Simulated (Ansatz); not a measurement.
Band structure of Mo3Pt (Pm-3n, 8 atoms in the cell).

```
CELL_PARAMETERS angstrom
      4.98700     0.00000     0.00000
      0.00000     4.98700     0.00000
      0.00000     0.00000     4.98700
ATOMIC_POSITIONS crystal
  Mo 0.25000 0.00000 0.50000
  Mo 0.50000 0.75000 0.00000
  Mo 0.75000 0.00000 0.50000
  Mo 0.50000 0.25000 0.00000
  Mo 0.00000 0.50000 0.75000
  Mo 0.00000 0.50000 0.25000
  Pt 0.00000 0.00000 0.00000
  Pt 0.50000 0.50000 0.50000
```

Method of the run: r2SCAN with spin-orbit coupling, default PAW files made with PBE (plane waves; Ansatz, a quantum-chemistry and plane-wave program).

Settings: kpoints.mp_grid.grid = 5 5 5; kpoints.mp_grid.shift = 0.5 0.5 0.5; hamiltonian.xc = r2scan; hamiltonian.pseudopotentials = {kind: paw} (the program's default PAW files); magnetization.noncollinear = true; magnetization.spin_orbit = true; scf.occupations.method = methfessel_paxton; scf.occupations.width = 0.1 eV; kpoints.band_path.npoints = 10.

The starting cell comes from a database of published, mostly measured structures (it also holds non-ambient and calculated ones), without a prior relaxation at this level.

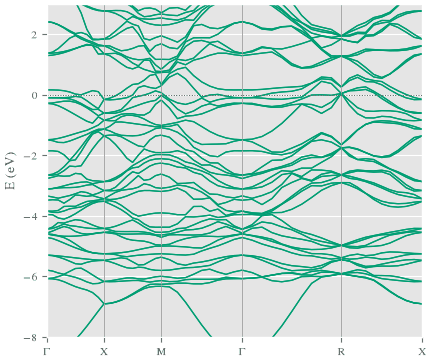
Figure. Bands along the path, energies from the Fermi level.

Levels in eV from the Fermi level, bands 119 to 126:
```json
[
 {"point": "Γ", "119": "-0.10", "120": "-0.10", "121": "-0.10", "122": "-0.10", "123": "0.16", "124": "0.16", "125": "1.29", "126": "1.29"},
 {"point": "X", "119": "-0.61", "120": "-0.61", "121": "-0.16", "122": "-0.16", "123": "-0.16", "124": "-0.16", "125": "1.35", "126": "1.35"},
 {"point": "M", "119": "0.07", "120": "0.07", "121": "0.30", "122": "0.30", "123": "0.34", "124": "0.34", "125": "0.73", "126": "0.73"},
 {"point": "R", "119": "0.04", "120": "0.04", "121": "0.25", "122": "0.25", "123": "0.25", "124": "0.25", "125": "1.28", "126": "1.28"}
]
```

Bands cross the Fermi level along this path, so the cell is metallic at this level.

The net moment of the cell came out as 0.00 μB.

Keys are those of Ansatz 0.2.
